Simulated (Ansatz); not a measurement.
# C3H8FNOSi: two geometries relaxed

Aim: relax the geometries before and after the inversion of the pyramid at N7, and see whether they are two minima and how far apart in energy. SMILES of the start: CC(O)=C(F)[SiH2]N.

Program: Ansatz 0.2.0. Level of theory: RKS BLYP/def2-SVP. These are calculated values, not measurements.

### 1 Starting point

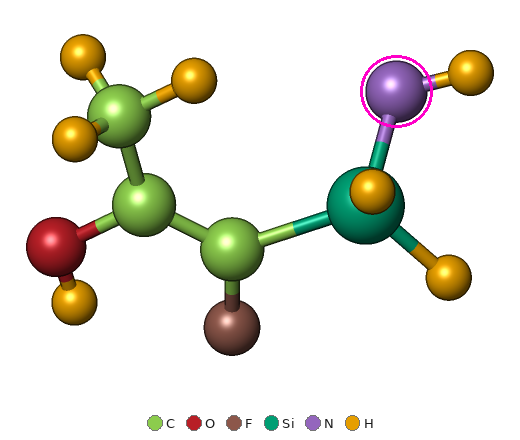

Start, viewed from a free direction; carbon green, oxygen red, fluorine brown, silicon teal, nitrogen purple, hydrogen amber. Ringed: N7.

Structure file:

```xyz
15

C     0.9760   -0.8262    1.5572
C     1.0858   -0.7999    0.0532
O     1.9791   -1.7393   -0.3927
C     0.5337   -0.0164   -0.8539
F     0.7870   -0.2543   -2.1695
Si   -0.7894    1.3008   -0.5636
N    -2.2496    0.6250   -0.0650
H     0.6150   -1.7419    1.8851
H     0.2235   -0.0131    1.9448
H     1.8944   -0.5757    2.0454
H     2.0316   -1.6882   -1.3322
H    -0.3580    2.2459    0.5074
H    -1.1443    2.0539   -1.8191
H    -2.6481    0.0209   -0.7846
H    -2.9584    1.3578    0.0169
```

### 2 Relaxing end A

Input file input.yaml:

```yaml
crystal:
  periodic: [false, false, false]
  atoms:
    - { symbol: C, position_ang: [0.976, -0.8262, 1.5572] }
    - { symbol: C, position_ang: [1.0858, -0.7999, 0.0532] }
    - { symbol: O, position_ang: [1.9791, -1.7393, -0.3927] }
    - { symbol: C, position_ang: [0.5337, -0.0164, -0.8539] }
    - { symbol: F, position_ang: [0.787, -0.2543, -2.1695] }
    - { symbol: Si, position_ang: [-0.7894, 1.3008, -0.5636] }
    - { symbol: "N", position_ang: [-2.2496, 0.625, -0.065] }
    - { symbol: H, position_ang: [0.615, -1.7419, 1.8851] }
    - { symbol: H, position_ang: [0.2235, -0.0131, 1.9448] }
    - { symbol: H, position_ang: [1.8944, -0.5757, 2.0454] }
    - { symbol: H, position_ang: [2.0316, -1.6882, -1.3322] }
    - { symbol: H, position_ang: [-0.358, 2.2459, 0.5074] }
    - { symbol: H, position_ang: [-1.1443, 2.0539, -1.8191] }
    - { symbol: H, position_ang: [-2.6481, 0.0209, -0.7846] }
    - { symbol: H, position_ang: [-2.9584, 1.3578, 0.0169] }
basis:
  gaussian: { orbitals: def2-SVP }
hamiltonian:
  xc: blyp
relax:
  f_tol: 0.015
  max_steps: 40
```

Command:

```console
> ansatz run input.yaml --threads 2 --pin off --max-ram 3072MiB --backend cpu --events-out ev --progress --plain --runs-dir out
```

The program printed, shortened:

```text
Warning: RAYON_NUM_THREADS=2 ignored (pool sized by the plan → 2); use --threads N
[...]
Functional definition: BLYP
[...]
1597 factors; their error is unknown
[...]
mean field -17359.58958746 eV, -637.9531505868 hartree, gradient 6.5e-5 eV, S^2 0.000000; 0 other end points of the search recorded, 0 dependent functions left out
[...]
reference -17359.58996941 eV, -637.9531646232 hartree; 32, 32 occupied and 110, 110 virtual orbitals, 1597 factors
relax step   1: F+E_penalty+E_count = -17359.58958746 eV  Δ(F+E_penalty+E_count) = +0.000e0 eV  max|allowed force component| = 3.943e0 eV/Å  Δτ_max = 0.0000 Å  (32 SCF iters, accepted)
[...]
relax step   3: F+E_penalty+E_count = -17360.27980478 eV  Δ(F+E_penalty+E_count) = -1.127e-1 eV  max|allowed force component| = 4.066e-1 eV/Å  Δτ_max = 0.1006 Å  (31 SCF iters, accepted)
[...]
relax step   5: F+E_penalty+E_count = -17360.30093103 eV  Δ(F+E_penalty+E_count) = -6.189e-3 eV  max|allowed force component| = 1.348e-1 eV/Å  Δτ_max = 0.0867 Å  (31 SCF iters, accepted)
[...]
relax step   7: F+E_penalty+E_count = -17360.31692016 eV  Δ(F+E_penalty+E_count) = -7.658e-3 eV  max|allowed force component| = 2.886e-1 eV/Å  Δτ_max = 0.1392 Å  (31 SCF iters, accepted)
[...]
relax step   9: F+E_penalty+E_count = -17360.32958100 eV  Δ(F+E_penalty+E_count) = -5.963e-3 eV  max|allowed force component| = 2.223e-1 eV/Å  Δτ_max = 0.1522 Å  (31 SCF iters, accepted)
[...]
relax step  10: F+E_penalty+E_count = -17360.33425991 eV  Δ(F+E_penalty+E_count) = -4.679e-3 eV  max|allowed force component| = 3.694e-1 eV/Å  Δτ_max = 0.0493 Å  (32 SCF iters, accepted)
[...]
1597 factors; their error is unknown
mean field -17360.31665309 eV, -637.9798697557 hartree, gradient 1.4e-5 eV, S^2 0.000000; 0 other end points of the search recorded, 0 dependent functions left out
[...]
reference -17360.31703889 eV, -637.9798839335 hartree; 32, 32 occupied and 110, 110 virtual orbitals, 1597 factors
```

### 3 More of the same log: end point A relaxed

The log, continued, shortened:

```text
relax step  11: F+E_penalty+E_count = -17360.31665309 eV  Δ(F+E_penalty+E_count) = +1.761e-2 eV  max|allowed force component| = 4.103e-1 eV/Å  Δτ_max = 0.2000 Å  (31 SCF iters, rejected (line search))
[...]
relax step  17: F+E_penalty+E_count = -17360.35107228 eV  Δ(F+E_penalty+E_count) = -2.114e-4 eV  max|allowed force component| = 2.245e-2 eV/Å  Δτ_max = 0.0197 Å  (32 SCF iters, accepted)
[...]
relax step  18: F+E_penalty+E_count = -17360.35116539 eV  Δ(F+E_penalty+E_count) = -9.311e-5 eV  max|allowed force component| = 1.033e-2 eV/Å  Δτ_max = 0.0090 Å  (33 SCF iters, accepted)
1597 factors; their error is unknown
[...]
mean field -17360.35116539 eV, -637.9811380594 hartree, gradient 1.6e-5 eV, S^2 0.000000; 1 other end points of the search recorded, 0 dependent functions left out
[...]
Atom 5 at    -0.813901     1.332458    -0.829200 Å, force    -0.000303    -0.003099     0.010334 eV/Å
Atom 6 at    -2.037814     0.825782     0.324743 Å, force    -0.004658     0.008806    -0.008944 eV/Å
Atom 7 at     0.376290    -2.107178     1.571479 Å, force     0.001522    -0.001391    -0.001510 eV/Å
Atom 8 at    -0.289669    -0.429034     1.633071 Å, force     0.006186    -0.001904    -0.001863 eV/Å
Atom 9 at     1.409266    -0.777026     2.156306 Å, force    -0.003597    -0.000514    -0.001250 eV/Å
Atom 10 at     2.428436    -1.341985    -1.224525 Å, force     0.000375    -0.003019     0.006767 eV/Å
Atom 11 at    -0.377945     2.690250    -0.354243 Å, force    -0.000247     0.002663    -0.001805 eV/Å
Atom 12 at    -1.257494     1.470314    -2.262253 Å, force     0.000916     0.000665    -0.002591 eV/Å
Atom 13 at    -2.593131    -0.012270     0.125415 Å, force    -0.001680    -0.004421     0.004189 eV/Å
Atom 14 at    -2.636495     1.551611     0.730991 Å, force     0.003724    -0.003232     0.001793 eV/Å
Dipole moment:    -0.372969    -0.022010     0.195436 e Å
```

Run time: 52 s. Hardware: 2 threads of Intel Xeon Platinum 8488C (Sapphire Rapids), shared host; peak memory 0.21 GiB.

Relaxation path:

| step | energy from step 1 (eV) | largest force component (eV/Å) |
| --- | --- | --- |
| 1 | 0.0000 | 3.9426 |
| 2 | -0.5775 | 1.3734 |
| 3 | -0.6902 | 0.4066 |
| 4 | -0.7052 | 0.2061 |
| 5 | -0.7113 | 0.1348 |
| 6 | -0.7197 | 0.1499 |
| 7 | -0.7273 | 0.2886 |
| 8 | -0.7340 | 0.3073 |
| 9 | -0.7400 | 0.2223 |
| 10 | -0.7447 | 0.3694 |
| 11x | -0.7271 | 0.4103 |
| 12 | -0.7551 | 0.0887 |
| 13 | -0.7575 | 0.1042 |
| 14 | -0.7594 | 0.0830 |
| 15 | -0.7606 | 0.0582 |
| 16 | -0.7613 | 0.0353 |
| 17 | -0.7615 | 0.0224 |
| 18 | -0.7616 | 0.0103 |

Step 1 is the start. 1 step was tried and not accepted (11; marked x where the table lists them).

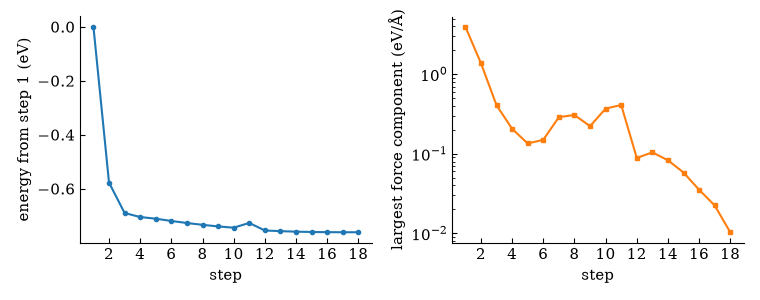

How energy and force went from step to step.

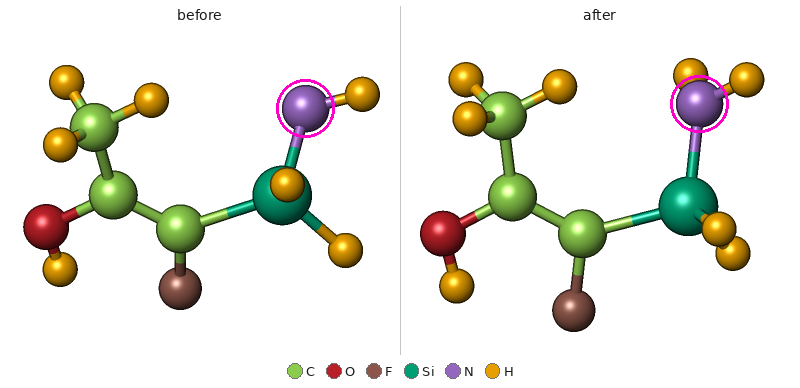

Before and after, at one scale.

After: Bond lengths: C1–C2 1.502 Å, C2–O3 1.368 Å, C2–C4 1.367 Å, C4–F5 1.411 Å, C4–Si6 1.882 Å, Si6–N7 1.757 Å, C1–H8 1.111 Å, C1–H9 1.105 Å, C1–H10 1.111 Å, O3–H11 0.983 Å, Si6–H12 1.503 Å, Si6–H13 1.506 Å, N7–H14 1.025 Å, N7–H15 1.025 Å. Angles (14 of 22 angles, heavy atoms first): C1–C2–O3 113.4°, C1–C2–C4 126.0°, O3–C2–C4 120.6°, C2–C4–F5 113.4°, C2–C4–Si6 134.2°, F5–C4–Si6 112.4°, C4–Si6–N7 110.1°, C2–C1–H8 109.8°, C2–C1–H9 111.3°, C2–C1–H10 110.0°, C2–O3–H11 106.2°, C4–Si6–H12 113.2°, C4–Si6–H13 104.8°, N7–Si6–H12 104.8°.

### 4 End point B

The second end starts from a geometry with the move made by hand.

Changes to input.yaml since step 2:

```diff
@@ -16,4 +16,4 @@
     - { symbol: H, position_ang: [-1.1443, 2.0539, -1.8191] }
-    - { symbol: H, position_ang: [-2.6481, 0.0209, -0.7846] }
-    - { symbol: H, position_ang: [-2.9584, 1.3578, 0.0169] }
+    - { symbol: H, position_ang: [-2.17568, -0.38678, 0.04636] }
+    - { symbol: H, position_ang: [-2.46358, 0.93079, 0.88727] }
 basis:
```

Command:

```console
> ansatz run input.yaml --threads 2 --pin off --max-ram 3072MiB --backend cpu --events-out ev --progress --plain --runs-dir out
```

The program printed, shortened:

```text
Warning: RAYON_NUM_THREADS=2 ignored (pool sized by the plan → 2); use --threads N
[...]
[... 1 set-up line as earlier in the session ...]
[...]
1597 factors; their error is unknown
[...]
mean field -17359.53987746 eV, -637.9513237778 hartree, gradient 2.2e-5 eV, S^2 0.000000; 0 other end points of the search recorded, 0 dependent functions left out
[...]
reference -17359.54024897 eV, -637.9513374307 hartree; 32, 32 occupied and 110, 110 virtual orbitals, 1597 factors
relax step   1: F+E_penalty+E_count = -17359.53987746 eV  Δ(F+E_penalty+E_count) = +0.000e0 eV  max|allowed force component| = 3.898e0 eV/Å  Δτ_max = 0.0000 Å  (32 SCF iters, accepted)
[...]
relax step   4: F+E_penalty+E_count = -17360.23662906 eV  Δ(F+E_penalty+E_count) = -1.970e-2 eV  max|allowed force component| = 4.181e-1 eV/Å  Δτ_max = 0.0842 Å  (32 SCF iters, accepted)
[...]
relax step   7: F+E_penalty+E_count = -17360.28610098 eV  Δ(F+E_penalty+E_count) = -1.148e-2 eV  max|allowed force component| = 2.693e-1 eV/Å  Δτ_max = 0.0550 Å  (33 SCF iters, accepted)
[...]
relax step  10: F+E_penalty+E_count = -17360.30841331 eV  Δ(F+E_penalty+E_count) = -4.141e-3 eV  max|allowed force component| = 4.038e-1 eV/Å  Δτ_max = 0.0979 Å  (31 SCF iters, accepted)
[...]
relax step  13: F+E_penalty+E_count = -17360.32834237 eV  Δ(F+E_penalty+E_count) = -4.391e-3 eV  max|allowed force component| = 2.417e-1 eV/Å  Δτ_max = 0.0625 Å  (32 SCF iters, accepted)
[...]
relax step  14: F+E_penalty+E_count = -17360.33073019 eV  Δ(F+E_penalty+E_count) = -2.388e-3 eV  max|allowed force component| = 6.579e-1 eV/Å  Δτ_max = 0.1111 Å  (30 SCF iters, accepted)
```

### 5 More of the same log: end point B relaxed

Output, continued, shortened:

```text
[...]
1597 factors; their error is unknown
mean field -17360.34076898 eV, -637.9807559986 hartree, gradient 1.1e-5 eV, S^2 0.000000; 0 other end points of the search recorded, 0 dependent functions left out
[...]
reference -17360.34115863 eV, -637.9807703178 hartree; 32, 32 occupied and 110, 110 virtual orbitals, 1597 factors
relax step  15: F+E_penalty+E_count = -17360.34076898 eV  Δ(F+E_penalty+E_count) = -1.004e-2 eV  max|allowed force component| = 3.884e-1 eV/Å  Δτ_max = 0.0431 Å  (32 SCF iters, accepted)
[...]
relax step  21: F+E_penalty+E_count = -17360.35090922 eV  Δ(F+E_penalty+E_count) = +2.225e-6 eV  max|allowed force component| = 6.939e-2 eV/Å  Δτ_max = 0.0117 Å  (33 SCF iters, rejected (line search))
[...]
Atom 5 at    -0.843899     1.249447    -0.664114 Å, force     0.000916     0.001266     0.004780 eV/Å
Atom 6 at    -1.947822     0.754726     0.609032 Å, force    -0.000741    -0.004351    -0.004809 eV/Å
Atom 7 at     0.581456    -2.173976     1.626503 Å, force     0.000709     0.000303     0.001123 eV/Å
Atom 8 at    -0.103570    -0.506548     1.755850 Å, force     0.001582    -0.000693     0.000531 eV/Å
Atom 9 at     1.630402    -0.835443     2.161156 Å, force     0.001022     0.001814    -0.001106 eV/Å
Atom 10 at     2.442935    -1.327363    -1.281844 Å, force    -0.001232    -0.000615     0.001116 eV/Å
Atom 11 at    -0.400852     2.631954    -0.275021 Å, force    -0.000005     0.000527     0.002244 eV/Å
Atom 12 at    -1.421149     1.329416    -2.053288 Å, force     0.000346     0.000069    -0.001412 eV/Å
Atom 13 at    -2.518543    -0.086771     0.480995 Å, force     0.002485    -0.000122     0.002153 eV/Å
Atom 14 at    -2.499128     1.484017     1.071236 Å, force    -0.001442     0.002312    -0.000463 eV/Å
Dipole moment:    -0.358519    -0.025175     0.232794 e Å
```

Wall time 57 s (2 threads of Intel Xeon Platinum 8488C (Sapphire Rapids), shared host); peak memory 0.22 GiB.

The steps of the relaxation:

```
step  energy from step 1 (eV)  largest force component (eV/Å)
   1                   0.0000                          3.8981
   2                  -0.5738                          1.3232
   3                  -0.6771                          0.4081
   4                  -0.6968                          0.4181
   5                  -0.7250                          0.4248
   6                  -0.7347                          0.5499
   7                  -0.7462                          0.2693
   8                  -0.7576                          0.1896
   9                  -0.7644                          0.2249
  10                  -0.7685                          0.4038
  11                  -0.7775                          0.1818
  12                  -0.7841                          0.2518
  13                  -0.7885                          0.2417
  14                  -0.7909                          0.6579
  15                  -0.8009                          0.3884
 16x                  -0.7924                          0.4052
  17                  -0.8088                          0.0747
  18                  -0.8103                          0.0676
  19                  -0.8108                          0.0447
  20                  -0.8110                          0.0189
 21x                  -0.8110                          0.0694
  22                  -0.8111                          0.0058
```

Step 1 is the start. 2 steps were tried and not accepted (16, 21; marked x where the table lists them).

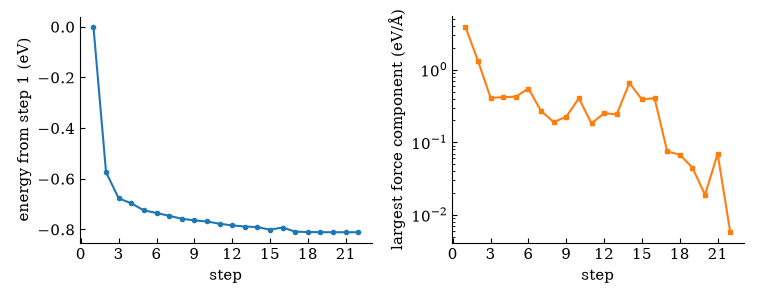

How energy and force went from step to step.

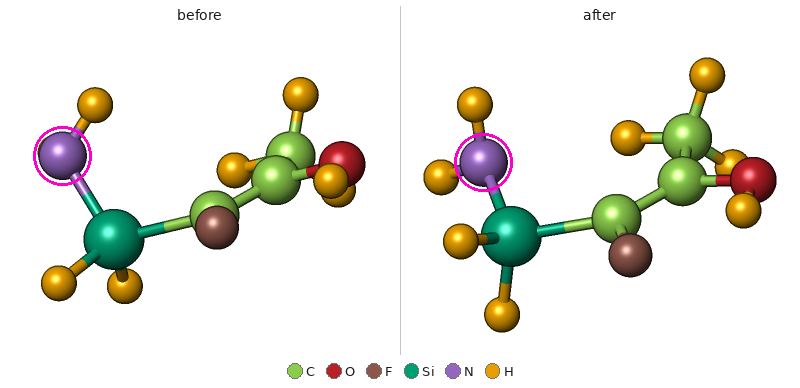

Before and after, at one scale.

After: Bond lengths: C1–C2 1.502 Å, C2–O3 1.368 Å, C2–C4 1.367 Å, C4–F5 1.412 Å, C4–Si6 1.882 Å, Si6–N7 1.756 Å, C1–H8 1.111 Å, C1–H9 1.105 Å, C1–H10 1.111 Å, O3–H11 0.983 Å, Si6–H12 1.503 Å, Si6–H13 1.506 Å, N7–H14 1.025 Å, N7–H15 1.024 Å. Angles (14 of 22 angles, heavy atoms first): C1–C2–O3 113.4°, C1–C2–C4 126.0°, O3–C2–C4 120.6°, C2–C4–F5 113.4°, C2–C4–Si6 134.5°, F5–C4–Si6 112.0°, C4–Si6–N7 110.5°, C2–C1–H8 109.8°, C2–C1–H9 111.2°, C2–C1–H10 110.0°, C2–O3–H11 106.3°, C4–Si6–H12 112.9°, C4–Si6–H13 104.8°, N7–Si6–H12 104.9°.

### 6 Results

| quantity | value |
| --- | --- |
| end A | 16 moves, 0.762 eV lower |
| end B | 19 moves, 0.811 eV lower |
| largest difference between the ends | 0.06 Å |
| end B relative to end A | +0.000 eV |

In words: The two relaxations end at one structure, within 0.06 Å: no second minimum was found from this start, which doesn't rule one out.
